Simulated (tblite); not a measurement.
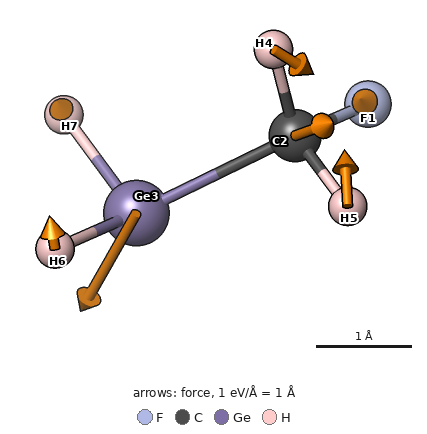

Starting geometry of CH4FGe (multiplicity 2) with the computed forces as orange arrows. A ball-and-stick model, seen from a free direction.

Method: GFN2-xTB geometry optimisation, gas phase in tblite 0.8.0. 

**What follows when this structure is relaxed?**

It isn't relaxed: the largest force vector, on Ge3, is 1.55 eV/Å. The final displacements follow the starting forces only in part (cosine between the two patterns 0.62). Ge3 moves most after the best rigid fit: 0.14 Å. By element the largest moves are Ge 0.14 Å, H 0.12 Å, F 0.06 Å, C 0.04 Å. Among the contacts that change: C2–Ge3 1.961 → 2.039 Å, C2–H4 1.109 → 1.094 Å, Ge3–H6 1.546 → 1.562 Å, F1–C2 1.378 → 1.370 Å. Bond angles that change, for instance: H6–Ge3–H7 109.7° → 100.5°, C2–Ge3–H6 108.7° → 101.6°, C2–Ge3–H7 108.7° → 103.5°. After 29 geometry steps the energy has fallen by 15.2 kJ/mol. Cost: 0.06 s on 1 thread of Arm Neoverse V2 (shared host).
